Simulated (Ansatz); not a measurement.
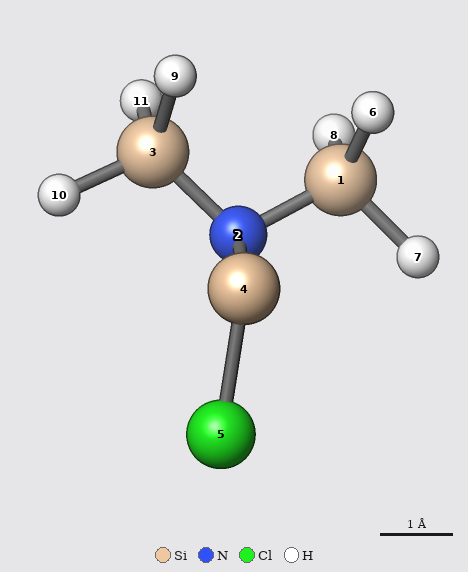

Starting structure of Si$_{3}$NH$_{6}$Cl (coarse preliminary run). The picture is a ball-and-stick view, seen at a tilt.

The start comes from a force field.

Computed with RKS PBE-D4/def2-SVP in Ansatz.

Input file:
```yaml
crystal:
  periodic: [false, false, false]
  atoms:
    - {symbol: Si, position_ang: [-1.272600, -0.396700, 0.581700]}
    - {symbol: N, position_ang: [-0.112500, 0.067900, -0.528300]}
    - {symbol: Si, position_ang: [1.356700, -0.474700, 0.014000]}
    - {symbol: Si, position_ang: [0.009400, 1.766100, -0.697900]}
    - {symbol: Cl, position_ang: [-0.430700, 2.253100, -2.660400]}
    - {symbol: H, position_ang: [-1.069400, 0.294400, 1.889400]}
    - {symbol: H, position_ang: [-2.603400, 0.128000, 0.071000]}
    - {symbol: H, position_ang: [-1.345900, -1.806600, 0.711900]}
    - {symbol: H, position_ang: [1.724600, 0.167400, 1.375000]}
    - {symbol: H, position_ang: [2.444200, -0.105900, -0.923800]}
    - {symbol: H, position_ang: [1.365000, -1.950100, 0.187900]}
basis:
  gaussian: {orbitals: def2-SVP}
hamiltonian: {xc: pbe, dispersion: d4}
relax: {f_tol: 0.03, max_steps: 200}
```

Where does the relaxation end?

Answer. H8 moves most after the best rigid fit: 1.67 Å. By element the largest moves are H 1.67 Å, Cl 1.53 Å, Si 1.36 Å, N 0.36 Å. Some distances before and after: Si1–Cl5 4.271 → 3.213 Å, Si1–Si3 2.691 → 3.061 Å, Si1–Si4 2.821 → 3.161 Å, Si3–Si4 2.710 → 3.029 Å. Among the angles between lasting bonds that change: Si1–N2–Si4 113.0° → 125.4°, Si3–N2–Si4 107.1° → 117.3°, Si1–N2–Si3 107.9° → 117.2°. After 22 accepted moves (23 points after the start) the energy has fallen by 37.4 kcal/mol. Largest force component: 4 eV/Å at the start, 0.02 eV/Å at the end. The line search rejected the trial step at point 19 of the run. The run took about 90 core-seconds on a shared host.

Step by step:

| step | E − E(0), kcal/mol | largest force component, eV/Å | note |
| --- | --- | --- | --- |
| 0 | 0.00 | 4.0230 |  |
| 1 | -15.11 | 1.9860 |  |
| 2 | -21.16 | 0.3499 |  |
| 3 | -22.48 | 0.4855 |  |
| 4 | -23.78 | 0.4920 |  |
| 5 | -25.42 | 0.4672 |  |
| 6 | -27.24 | 0.4300 |  |
| 7 | -28.95 | 0.4318 |  |
| 8 | -30.64 | 0.5857 |  |
| 9 | -32.41 | 0.6177 |  |
| 10 | -34.01 | 0.3245 |  |
| 11 | -34.97 | 0.1061 |  |
| 12 | -35.13 | 0.1856 |  |
| 13 | -35.29 | 0.1139 |  |
| 14 | -35.58 | 0.0531 |  |
| 15 | -35.78 | 0.2043 |  |
| 16 | -36.00 | 0.3409 |  |
| 17 | -36.40 | 0.2877 |  |
| 18 | -36.83 | 0.2906 |  |
| 19 | -36.63 | 0.6874 | rejected |
| 20 | -37.25 | 0.0803 |  |
| 21 | -37.33 | 0.0568 |  |
| 22 | -37.38 | 0.0432 |  |
| 23 | -37.39 | 0.0196 |  |

Final geometry:

```xyz
11

Si   -1.3762   -0.1699    0.4177
N     0.1776    0.2365   -0.3899
Si    1.6780   -0.3636    0.3739
Si    0.3431    1.1724   -1.8700
Cl   -1.7322    1.5610   -2.2653
H    -0.9926   -0.9636    1.6402
H    -2.1051    1.0654    0.8531
H    -2.2424   -1.0213   -0.4610
H     1.8201    0.1870    1.7651
H     2.8221    0.1040   -0.4829
H     1.6729   -1.8651    0.4394
```

After the run, drawn alike:

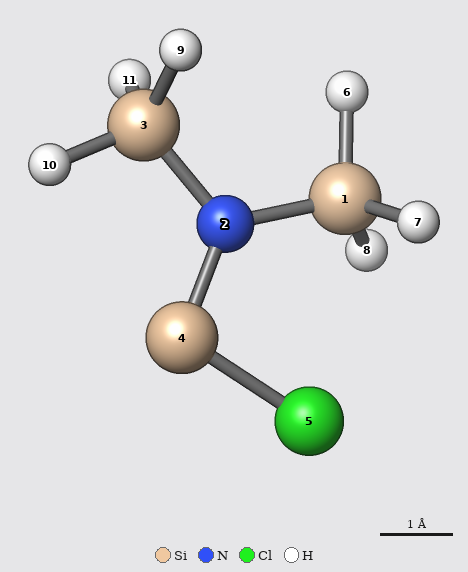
